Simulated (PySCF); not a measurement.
# C7H13NSi: what the fields show

```yaml
atoms:
  - { symbol: C, position_ang: [-1.9363, -1.6924, -0.4142] }
  - { symbol: C, position_ang: [-0.7630, -1.1006, -0.2419] }
  - { symbol: C, position_ang: [0.2509, -1.6362, 0.7226] }
  - { symbol: C, position_ang: [-0.4038, 0.1353, -1.0131] }
  - { symbol: C, position_ang: [0.9564, 0.0258, -1.7490] }
  - { symbol: Si, position_ang: [1.8051, 1.2265, -0.5184] }
  - { symbol: C, position_ang: [-0.0652, 1.3601, -0.1150] }
  - { symbol: C, position_ang: [-0.5284, 1.3342, 1.2877] }
  - { symbol: N, position_ang: [0.1786, 1.8413, 2.1955] }
  - { symbol: H, position_ang: [-2.2138, -2.5811, 0.1279] }
  - { symbol: H, position_ang: [-2.6693, -1.3155, -1.1083] }
  - { symbol: H, position_ang: [0.5411, -0.8710, 1.4404] }
  - { symbol: H, position_ang: [1.1504, -1.9545, 0.1984] }
  - { symbol: H, position_ang: [-0.1513, -2.4897, 1.2630] }
  - { symbol: H, position_ang: [-1.2240, 0.3546, -1.7023] }
  - { symbol: H, position_ang: [0.8821, 0.4223, -2.7605] }
  - { symbol: H, position_ang: [1.3236, -0.9936, -1.8377] }
  - { symbol: H, position_ang: [2.6444, 0.6076, 0.5005] }
  - { symbol: H, position_ang: [2.4351, 2.4114, -1.0989] }
  - { symbol: H, position_ang: [-0.4941, 2.2605, -0.5637] }
  - { symbol: H, position_ang: [-1.5111, 0.8621, 1.4519] }
  - { symbol: H, position_ang: [-0.2180, 1.8126, 3.1325] }
```

Geometry: GFN2-xTB.

All numbers below come from PySCF 2.14.0, PBE0/pcSseg-1, SCF density, gas phase, non-relativistic.

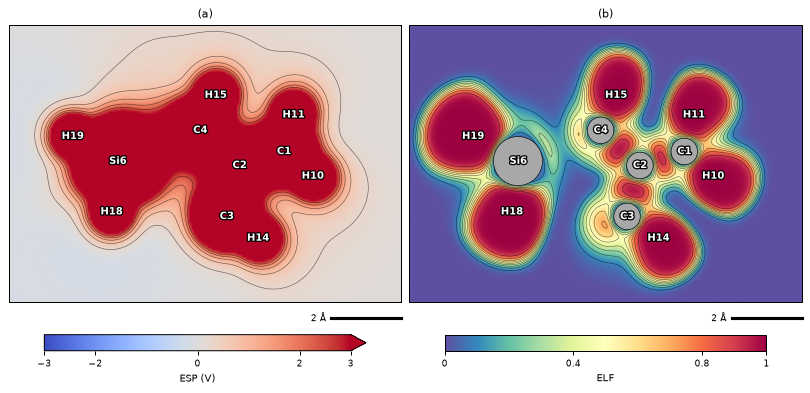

Figure 1. (a) molecular electrostatic potential; (b) electron localisation function on the plane of atoms C2, C1 and H10. Grey discs cover the atomic cores in the ELF map.

Q: Read the bonding off the picture.

A:
- The section cuts through C, Si and H sites.
- C–C (1.33 Å): the ELF peaks at about 0.95 between the atoms; a short, multiple covalent bond.
- C–C (1.50 Å): the ELF peaks at about 0.95 between the atoms; a covalent bond.
- C–H (1.08 Å): the ELF climbs to about 1 towards the hydrogen, as it does in any bond to H; an ordinary covalent bond to hydrogen.
- Si–H (1.46 Å): the ELF climbs to about 1 towards the hydrogen.
- The potential has no marked negative region in this plane.

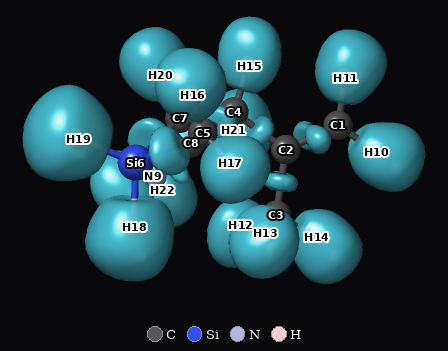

Figure 2. Isosurface of the ELF at 0.85 (cyan), seen from one side. Core shells and regions of very low density are left out.

Q: What do the ELF domains correspond to?

A: The surface consists of six regions between bonded C–C atoms (shared pairs), one region between bonded C–N atoms (shared pairs), two regions between bonded C–Si atoms (shared pairs), 13 regions around hydrogen nuclei and one lobe on N, pointing away from the bonds (lone pairs).


C–N (1.26 Å): the ELF peaks at about 0.90 between the atoms (a short, multiple covalent bond).

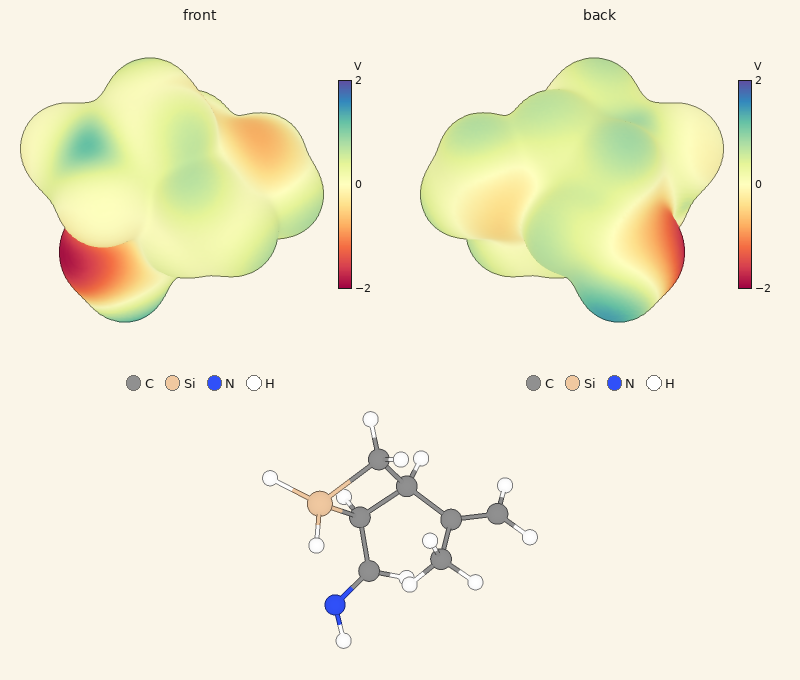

Figure 3. The molecular electrostatic potential painted on the density surface at 0.002 e/bohr³, seen from the front and from behind; the colour scale runs from red (negative) to blue (positive). The bare structure is drawn below in the same view.

Q: Which sites attract a positive test charge, and which a negative one?

A: A positive charge is drawn to the negative regions and a negative charge to the positive ones. The most negative region (about −1.8 V) lies over N9, the most positive (about +1.3 V) over H22. N9 is the likeliest acceptor of a hydrogen bond.
